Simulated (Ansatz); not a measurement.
**Run report: BH3ClO2F, geometry relaxation**

The run: geometry relaxation of BH3ClO2F. Method and program: RKS PBE-D4/def2-SVP (Ansatz 0.2.0).

The input holds or restrains some coordinates. Forces given for the steps count only the free coordinates. It belongs to a series of runs on one base structure; here: pulled along the bonds that form and break, towards end B.

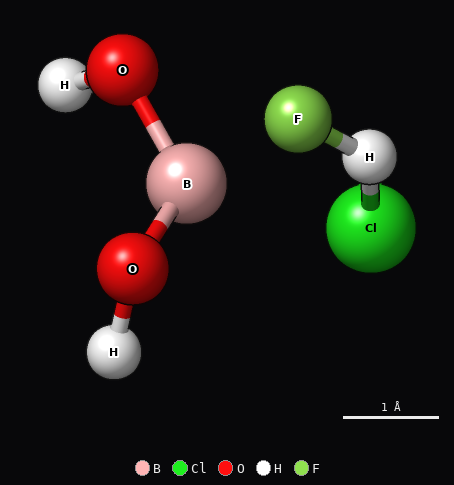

Figure 1. The structure as given in the input (ball-and-stick view, seen at a tilt). Bond lengths as drawn: B–O 1.41 Å, Cl–H 1.36 Å, F–H 1.09 Å and H–O 1.01 Å.

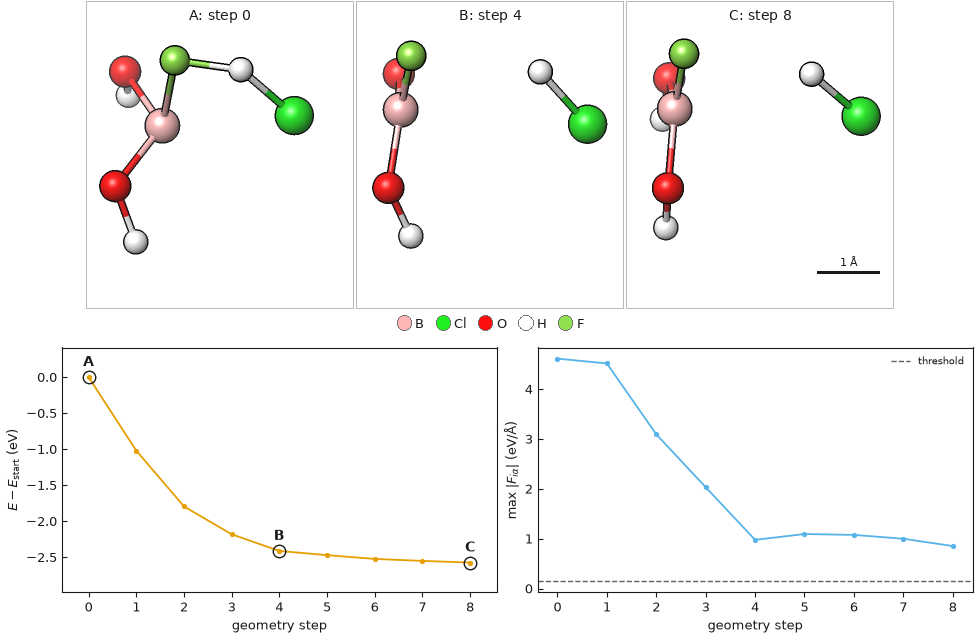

Figure 2. Frames of the restrained relaxation (ball-and-stick view, seen at a tilt) above the curves, on which the letters mark them (the first geometry is step 0 here and step 1 in the log).

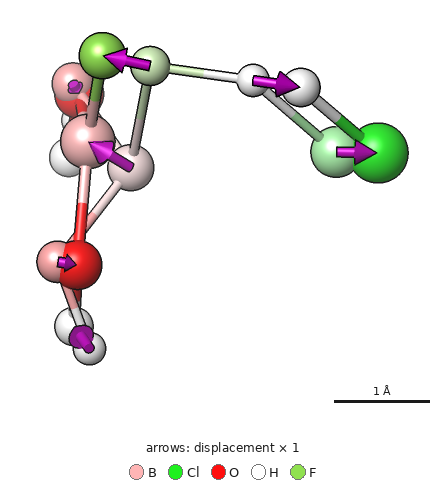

Figure 3. Start (faint) and end (solid) with the displacements as pink arrows, at true length (ball-and-stick view, seen at a tilt). The two geometries are laid on each other by the best rigid fit. The atom that moves furthest after the best rigid fit is B1 (0.59 Å). By element the largest moves are B 0.59 Å, H 0.53 Å, F 0.52 Å, Cl 0.44 Å, O 0.21 Å. Among the contacts that change: F7–H8 1.094 → 2.118 Å, B1–F7 1.620 → 1.338 Å, B1–O3 1.410 → 1.367 Å, O3–H4 1.010 → 0.970 Å. Among the angles that change: O3–B1–F7 96.8° → 115.9°, O5–B1–F7 101.3° → 115.8°, O3–B1–O5 120.0° → 128.2°. After 8 geometry steps the energy has fallen by 2.574 eV. The largest force component goes from 4.6 to 0.85 eV/Å. (Atoms are counted from 1 in the order of the input.)

The input and output of the run follow.

## The input
```yaml
crystal:
  periodic: [false, false, false]
  atoms:
    - { symbol: B, position_ang: [0.0, 0.0, 0.0] }
    - { symbol: Cl, position_ang: [0.0, 0.0, 2.21] }
    - { symbol: O, position_ang: [1.2211, 0.0, -0.705] }
    - { symbol: H, position_ang: [1.5209, -0.9519, -0.8599] }
    - { symbol: O, position_ang: [-1.2211, 0.0, -0.705] }
    - { symbol: H, position_ang: [-1.7308, -0.8467, -0.4965] }
    - { symbol: F, position_ang: [0.0726, 1.5356, 0.5108] }
    - { symbol: H, position_ang: [0.0564, 1.1931, 1.5499] }
basis:
  gaussian: { orbitals: def2-SVP }
hamiltonian:
  xc: pbe
  dispersion: d4
relax:
  f_tol: 0.15
  max_steps: 25
  restrain:
    - { distance: [0, 6], at: 1.32, k: 30.0 }
    - { distance: [7, 1], at: 1.37, k: 30.0 }
    - { distance: [0, 1], at: 3.06, k: 30.0 }
    - { distance: [7, 6], at: 2.12, k: 30.0 }
```

Launch command:
```bash
ansatz run input.yaml --threads 2 --pin off --max-ram 3072MiB --backend cpu --events-out ev --progress --plain --runs-dir out
```

## What the program printed
```
The last accepted step is kept in [file] (removed where the run ends without a failure and the disk answers)
Engine: ansatz 0.2.0, aarch64-unknown-linux-gnu
Functional definition: PBE
  parameter kappa = 0.804
  parameter beta = 0.06672455060314922
  exchange = pbe_x(kappa = kappa, mu = beta*pi^2/3)
  correlation = pbe_c(beta = beta)
957 factors; their error is unknown
mean field evaluation 1: about -20028.7893 eV, gradient 7.3e1 eV
mean field evaluation 2: about -19982.4967 eV, gradient 1.6e2 eV
mean field evaluation 4: about -20037.7880 eV, gradient 8.8e0 eV
mean field evaluation 8: about -20037.9242 eV, gradient 7.0e-2 eV
mean field evaluation 16: about -20037.8865 eV, gradient 5.1e-5 eV
mean field -20037.88646277 eV, -736.3787453394 hartree, gradient 5.1e-5 eV, S^2 0.000000; 0 other end points of the search recorded, 0 dependent functions left out
the calculation of the forces begins
reference -20037.88649058 eV, -736.3787463616 hartree; 25, 25 occupied and 64, 64 virtual orbitals, 957 factors
relax step   1: F+E_penalty+E_count = -20038.02760622 eV  Δ(F+E_penalty+E_count) = +0.000e0 eV  max|allowed force component| = 4.612e0 eV/Å  E_restraint = 27.97116733 eV  max|allowed force component, restraints' pulls added| = 3.479e1 eV/Å  Δτ_max = 0.0000 Å  (26 SCF iters, accepted)
  distance B 0 - F 6 = 1.6200 Å
  distance H 7 - Cl 1 = 1.3647 Å
  distance B 0 - Cl 1 = 2.2100 Å
  distance H 7 - F 6 = 1.0942 Å
these checks for a lower state are left out or cut short: starts, cluster_reference, orbital_swaps, neighbouring_geometries, increment
957 factors; their error is unknown
mean field -20038.91068745 eV, -736.4163849022 hartree, gradient 1.2e-5 eV, S^2 0.000000; 0 other end points of the search recorded, 0 dependent functions left out
the calculation of the forces begins
reference -20038.91071603 eV, -736.4163859526 hartree; 25, 25 occupied and 64, 64 virtual orbitals, 957 factors
relax step   2: F+E_penalty+E_count = -20039.04795881 eV  Δ(F+E_penalty+E_count) = -1.020e0 eV  max|allowed force component| = 4.515e0 eV/Å  E_restraint = 12.92786365 eV  max|allowed force component, restraints' pulls added| = 2.331e1 eV/Å  Δτ_max = 0.1952 Å  (33 SCF iters, accepted)
  distance B 0 - F 6 = 1.5350 Å
  distance H 7 - Cl 1 = 1.3918 Å
  distance B 0 - Cl 1 = 2.5381 Å
  distance H 7 - F 6 = 1.3833 Å
these checks for a lower state are left out or cut short: starts, cluster_reference, orbital_swaps, neighbouring_geometries, increment
957 factors; their error is unknown
mean field evaluation 32: about -20039.6869 eV, gradient 1.7e-5 eV
mean field -20039.68685754 eV, -736.4449086269 hartree, gradient 1.7e-5 eV, S^2 0.000000; 0 other end points of the search recorded, 0 dependent functions left out
the calculation of the forces begins
reference -20039.68688702 eV, -736.4449097103 hartree; 25, 25 occupied and 64, 64 virtual orbitals, 957 factors
relax step   3: F+E_penalty+E_count = -20039.82215255 eV  Δ(F+E_penalty+E_count) = -7.742e-1 eV  max|allowed force component| = 3.094e0 eV/Å  E_restraint = 2.75716322 eV  max|allowed force component, restraints' pulls added| = 1.064e1 eV/Å  Δτ_max = 0.1940 Å  (31 SCF iters, accepted)
  distance B 0 - F 6 = 1.3958 Å
  distance H 7 - Cl 1 = 1.3526 Å
  distance B 0 - Cl 1 = 2.8464 Å
  distance H 7 - F 6 = 1.7565 Å
these checks for a lower state are left out or cut short: starts, cluster_reference, orbital_swaps, neighbouring_geometries, increment
957 factors; their error is unknown
mean field -20040.07770065 eV, -736.4592718462 hartree, gradient 1.5e-5 eV, S^2 0.000000; 0 other end points of the search recorded, 0 dependent functions left out
the calculation of the forces begins
reference -20040.07773117 eV, -736.4592729681 hartree; 25, 25 occupied and 64, 64 virtual orbitals, 957 factors
relax step   4: F+E_penalty+E_count = -20040.20896812 eV  Δ(F+E_penalty+E_count) = -3.868e-1 eV  max|allowed force component| = 2.033e0 eV/Å  E_restraint = 0.04886396 eV  max|allowed force component, restraints' pulls added| = 2.406e0 eV/Å  Δτ_max = 0.1951 Å  (31 SCF iters, accepted)
  distance B 0 - F 6 = 1.3168 Å
  distance H 7 - Cl 1 = 1.3326 Å
  distance B 0 - Cl 1 = 3.0647 Å
  distance H 7 - F 6 = 2.0773 Å
these checks for a lower state are left out or cut short: starts, cluster_reference, orbital_swaps, neighbouring_geometries, increment
957 factors; their error is unknown
mean field -20040.30689497 eV, -736.4676945824 hartree, gradient 2.6e-5 eV, S^2 0.000000; 0 other end points of the search recorded, 0 dependent functions left out
the calculation of the forces begins
reference -20040.30692482 eV, -736.4676956794 hartree; 25, 25 occupied and 64, 64 virtual orbitals, 957 factors
relax step   5: F+E_penalty+E_count = -20040.44043960 eV  Δ(F+E_penalty+E_count) = -2.315e-1 eV  max|allowed force component| = 9.779e-1 eV/Å  E_restraint = 0.04275526 eV  max|allowed force component, restraints' pulls added| = 1.085e0 eV/Å  Δτ_max = 0.1927 Å  (32 SCF iters, accepted)
  distance B 0 - F 6 = 1.3567 Å
  distance H 7 - Cl 1 = 1.3410 Å
  distance B 0 - Cl 1 = 3.0778 Å
  distance H 7 - F 6 = 2.1387 Å
these checks for a lower state are left out or cut short: starts, cluster_reference, orbital_swaps, neighbouring_geometries, increment
957 factors; their error is unknown
mean field -20040.36510811 eV, -736.4698338755 hartree, gradient 1.7e-5 eV, S^2 0.000000; 0 other end points of the search recorded, 0 dependent functions left out
the calculation of the forces begins
reference -20040.36513774 eV, -736.4698349645 hartree; 25, 25 occupied and 64, 64 virtual orbitals, 957 factors
relax step   6: F+E_penalty+E_count = -20040.49847173 eV  Δ(F+E_penalty+E_count) = -5.803e-2 eV  max|allowed force component| = 1.094e0 eV/Å  E_restraint = 0.02767833 eV  max|allowed force component, restraints' pulls added| = 1.092e0 eV/Å  Δτ_max = 0.1024 Å  (28 SCF iters, accepted)
  distance B 0 - F 6 = 1.3525 Å
  distance H 7 - Cl 1 = 1.3497 Å
  distance B 0 - Cl 1 = 3.0678 Å
  distance H 7 - F 6 = 2.1378 Å
these checks for a lower state are left out or cut short: starts, cluster_reference, orbital_swaps, neighbouring_geometries, increment
957 factors; their error is unknown
mean field -20040.41831451 eV, -736.4717891749 hartree, gradient 4.4e-6 eV, S^2 0.000000; 0 other end points of the search recorded, 0 dependent functions left out
the calculation of the forces begins
reference -20040.41834449 eV, -736.4717902767 hartree; 25, 25 occupied and 64, 64 virtual orbitals, 957 factors
relax step   7: F+E_penalty+E_count = -20040.55096229 eV  Δ(F+E_penalty+E_count) = -5.249e-2 eV  max|allowed force component| = 1.076e0 eV/Å  E_restraint = 0.02180850 eV  max|allowed force component, restraints' pulls added| = 5.755e-1 eV/Å  Δτ_max = 0.1698 Å  (28 SCF iters, accepted)
  distance B 0 - F 6 = 1.3467 Å
  distance H 7 - Cl 1 = 1.3468 Å
  distance B 0 - Cl 1 = 3.0699 Å
  distance H 7 - F 6 = 2.1303 Å
these checks for a lower state are left out or cut short: starts, cluster_reference, orbital_swaps, neighbouring_geometries, increment
957 factors; their error is unknown
mean field evaluation 64: about -20040.4832 eV, gradient 9.8e-2 eV
mean field -20040.44444257 eV, -736.4727493634 hartree, gradient 1.4e-5 eV, S^2 0.000000; 0 other end points of the search recorded, 0 dependent functions left out
the calculation of the forces begins
reference -20040.44447234 eV, -736.4727504574 hartree; 25, 25 occupied and 64, 64 virtual orbitals, 957 factors
relax step   8: F+E_penalty+E_count = -20040.57848771 eV  Δ(F+E_penalty+E_count) = -2.753e-2 eV  max|allowed force component| = 9.994e-1 eV/Å  E_restraint = 0.01821820 eV  max|allowed force component, restraints' pulls added| = 7.801e-1 eV/Å  Δτ_max = 0.0959 Å  (27 SCF iters, accepted)
  distance B 0 - F 6 = 1.3401 Å
  distance H 7 - Cl 1 = 1.3425 Å
  distance B 0 - Cl 1 = 3.0674 Å
  distance H 7 - F 6 = 2.1195 Å
these checks for a lower state are left out or cut short: starts, cluster_reference, orbital_swaps, neighbouring_geometries, increment
957 factors; their error is unknown
mean field -20040.46794120 eV, -736.4736129221 hartree, gradient 6.0e-6 eV, S^2 0.000000; 0 other end points of the search recorded, 0 dependent functions left out
the calculation of the forces begins
reference -20040.46797071 eV, -736.4736140066 hartree; 25, 25 occupied and 64, 64 virtual orbitals, 957 factors
relax step   9: F+E_penalty+E_count = -20040.60159863 eV  Δ(F+E_penalty+E_count) = -2.311e-2 eV  max|allowed force component| = 8.531e-1 eV/Å  E_restraint = 0.02208994 eV  max|allowed force component, restraints' pulls added| = 6.001e-2 eV/Å  Δτ_max = 0.1255 Å  (28 SCF iters, accepted)
  distance B 0 - F 6 = 1.3384 Å
  distance H 7 - Cl 1 = 1.3367 Å
  distance B 0 - Cl 1 = 3.0642 Å
  distance H 7 - F 6 = 2.1176 Å
957 factors; their error is unknown
mean field -20040.46794120 eV, -736.4736129221 hartree, gradient 5.9e-6 eV, S^2 0.000000; 1 other end points of the search recorded, 0 dependent functions left out
the calculation of the forces begins
reference -20040.46797071 eV, -736.4736140066 hartree; 25, 25 occupied and 64, 64 virtual orbitals, 957 factors
Total energy: -20040.60162814 eV, -736.4785258265 hartree
Atom 0 at     0.022085     0.445653    -0.376952 Å, force    -0.044287    -0.516938    -0.324988 eV/Å
Atom 1 at     0.003001    -0.054089     2.646146 Å, force    -0.027764     0.842059    -0.264870 eV/Å
Atom 2 at     1.210888    -0.164471    -0.663140 Å, force     0.037605     0.014697    -0.006157 eV/Å
Atom 3 at     1.135473    -1.089871    -0.945450 Å, force    -0.011797    -0.013740     0.013608 eV/Å
Atom 4 at    -1.240828    -0.061806    -0.502453 Å, force    -0.016004     0.012350    -0.004499 eV/Å
Atom 5 at    -1.275208    -1.007940    -0.715227 Å, force    -0.004328    -0.015013    -0.013382 eV/Å
Atom 6 at     0.100758     1.722909     0.015163 Å, force     0.021348     0.529641     0.239621 eV/Å
Atom 7 at    -0.037070     1.139715     2.046212 Å, force     0.045226    -0.853056     0.360668 eV/Å
Dipole moment:    -0.053778    -0.546865    -0.306933 e Å
```

## Trajectory as extended XYZ (Å, eV, eV/Å), 9 frames, from step=1 to step=9
```
8
Properties=species:S:1:pos:R:3:forces:R:3 step=1 energy=-20038.02761
B     0.0000    0.0000    0.0000    0.3176   3.7637  -1.8144
Cl    0.0000    0.0000    2.2100   -0.2300  -4.6116   2.3874
O     1.2211    0.0000   -0.7050   -0.0566  -2.9833   1.2403
H     1.5209   -0.9519   -0.8599   -0.3426   1.4228  -0.0876
O    -1.2211    0.0000   -0.7050   -0.2158  -2.8533   1.7395
H    -1.7308   -0.8467   -0.4965    0.4805   1.3293  -0.4708
F     0.0726    1.5356    0.5108   -0.0448   2.0766  -2.7241
H     0.0564    1.1931    1.5499    0.0917   1.8557  -0.2702
8
Properties=species:S:1:pos:R:3:forces:R:3 step=2 energy=-20039.04796
B     0.0026    0.0885   -0.1325    0.2826   4.5149  -1.4668
Cl   -0.0016   -0.0299    2.4029   -0.0376  -0.5149   0.2113
O     1.2436   -0.0159   -0.7190    0.0692  -2.2859   0.9276
H     1.5178   -0.9526   -0.8609   -0.0894   0.4960  -0.2882
O    -1.2415   -0.0155   -0.7212   -0.1945  -2.1471   1.1842
H    -1.7272   -0.8455   -0.4938    0.2029   0.5581  -0.3596
F     0.0707    1.5440    0.3505   -0.2276  -0.4004  -0.0635
H     0.0547    1.1571    1.6784   -0.0055  -0.2206  -0.1450
8
Properties=species:S:1:pos:R:3:forces:R:3 step=3 energy=-20039.82215
B     0.0063    0.2136   -0.2808    0.0394   3.0941  -1.1225
Cl   -0.0025   -0.0486    2.5535    0.0156   0.6034  -0.2456
O     1.2617   -0.0403   -0.7171    0.4857  -1.4370   0.4035
H     1.5137   -0.9598   -0.8647   -0.0216  -0.4109  -0.3302
O    -1.2563   -0.0357   -0.7222   -0.2908  -1.1505   0.4009
H    -1.7223   -0.8505   -0.4926    0.0706  -0.2922  -0.1204
F     0.0647    1.5362    0.1614   -0.2652   0.4024   0.6993
H     0.0539    1.1153    1.8667   -0.0337  -0.8093   0.3150
8
Properties=species:S:1:pos:R:3:forces:R:3 step=4 energy=-20040.20897
B     0.0069    0.3487   -0.4215    0.0983  -0.9572  -0.8670
Cl   -0.0057   -0.0884    2.6119    0.0218   0.6995  -0.1963
O     1.2871   -0.0813   -0.6987   -0.5084  -0.0879   0.2947
H     1.4897   -1.0043   -0.8728   -0.2770  -0.5023  -0.2320
O    -1.2739   -0.0607   -0.7221    0.4906   0.1303   0.0209
H    -1.6952   -0.8900   -0.4861    0.2838  -0.5293   0.0086
F     0.0503    1.5835    0.0341   -0.0708   2.0333   0.7335
H     0.0599    1.1226    2.0596   -0.0383  -0.7863   0.2378
8
Properties=species:S:1:pos:R:3:forces:R:3 step=5 energy=-20040.44044
B     0.0136    0.4384   -0.4459    0.0532   0.1409   0.1467
Cl   -0.0777   -0.1454    2.5747    0.1362   0.8999  -0.3139
O     1.2378   -0.0890   -0.6587    0.7611  -0.5331  -0.0019
H     1.3403   -1.0400   -0.8440   -0.3406   0.2518  -0.0472
O    -1.2225   -0.0586   -0.6610   -0.9779  -0.3937   0.0744
H    -1.5227   -0.9585   -0.4345    0.5590   0.2866  -0.2025
F     0.0568    1.7283   -0.0279   -0.0376   0.2489   0.0081
H     0.0934    1.0549    2.0016   -0.1535  -0.9013   0.3363
8
Properties=species:S:1:pos:R:3:forces:R:3 step=6 energy=-20040.49847
B     0.0267    0.4647   -0.4046    0.1735  -0.6609  -0.5250
Cl   -0.0325   -0.1371    2.6030    0.0069   1.0940  -0.4769
O     1.2448   -0.1189   -0.6477   -0.0414  -0.2452   0.1053
H     1.2654   -1.0660   -0.8974   -0.2731   0.4844   0.1098
O    -1.2279   -0.0434   -0.6101   -0.3241  -0.2577   0.3348
H    -1.4457   -0.9922   -0.4769    0.5499   0.6157  -0.1880
F     0.0941    1.7649   -0.0386   -0.0825   0.0214   0.1163
H    -0.0058    1.0581    1.9765   -0.0091  -1.0516   0.5238
8
Properties=species:S:1:pos:R:3:forces:R:3 step=7 energy=-20040.55096
B     0.0627    0.4296   -0.3843   -0.0846  -0.4066  -0.5454
Cl   -0.1107   -0.0655    2.6404    0.0416   1.0519  -0.3523
O     1.2527   -0.1442   -0.7449   -0.0384  -0.3247   0.0841
H     1.2107   -1.0694   -1.0581   -0.1216   0.3483   0.1230
O    -1.2112   -0.0576   -0.5100   -0.0958  -0.2972   0.1976
H    -1.3577   -1.0250   -0.5256    0.3147   0.4387  -0.0968
F     0.1513    1.7105    0.0220    0.0023   0.2660   0.1776
H    -0.0787    1.1517    2.0648   -0.0182  -1.0764   0.4122
8
Properties=species:S:1:pos:R:3:forces:R:3 step=8 energy=-20040.57849
B     0.0471    0.4535   -0.3988    0.0526  -0.6044  -0.1043
Cl   -0.0650   -0.0720    2.6212   -0.0031   0.9697  -0.2761
O     1.2341   -0.1574   -0.7043   -0.1024  -0.2096  -0.1128
H     1.1523   -1.0824   -1.0068   -0.0126   0.2729   0.0944
O    -1.2212   -0.0487   -0.4784   -0.1211  -0.7323  -0.1275
H    -1.2884   -1.0267   -0.5918    0.1304   0.7801   0.0233
F     0.1399    1.7235    0.0187    0.0286   0.5229   0.1147
H    -0.0798    1.1403    2.0445    0.0276  -0.9994   0.3883
8
Properties=species:S:1:pos:R:3:forces:R:3 step=9 energy=-20040.60160
B     0.0221    0.4457   -0.3770   -0.0443  -0.5169  -0.3250
Cl    0.0030   -0.0541    2.6461   -0.0278   0.8421  -0.2649
O     1.2109   -0.1645   -0.6631    0.0376   0.0147  -0.0062
H     1.1355   -1.0899   -0.9455   -0.0118  -0.0137   0.0136
O    -1.2408   -0.0618   -0.5025   -0.0160   0.0123  -0.0045
H    -1.2752   -1.0079   -0.7152   -0.0043  -0.0150  -0.0134
F     0.1008    1.7229    0.0152    0.0213   0.5296   0.2396
H    -0.0371    1.1397    2.0462    0.0452  -0.8531   0.3607
```

## Key numbers

```tsv
quantity	value
outcome	converged under the restraints of the input
total energy	−20040.6016 eV
mean-field energy	−20040.4680 eV
largest force (length of the vector) at the end, held atoms and coordinates included	0.927 eV/Å
hardware	2 threads of Arm Neoverse V2, 24 GiB of memory available, shared host
wall time	14 s (CPU time 26 s)
peak memory	0.15 GiB
```
